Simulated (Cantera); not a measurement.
Feed: 1 mol Si, 0.26 mol O2, 170 mol N2, at 0.00705 Torr.

Cantera equilibrium calculation (NASA polynomials, part measured and part estimated; ideal gas, pure solids and liquids). Candidate condensed phases: Si, SiO2, Si2N2O, Si3N4; 16 gas species. Kinetics and transport are ignored.

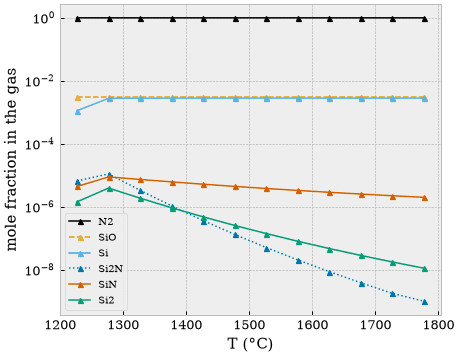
Fig. 1. Equilibrium gas composition (values under 1e-9 drawn at 1e-9)

Problem. Read off the mole fractions at 1477 °C.

Solution. N2 about 0.99, SiO about 0.0030, Si about 0.0028, SiN about 4.4e-6, Si2 about 2.5e-7, Si2N about 1.3e-7.
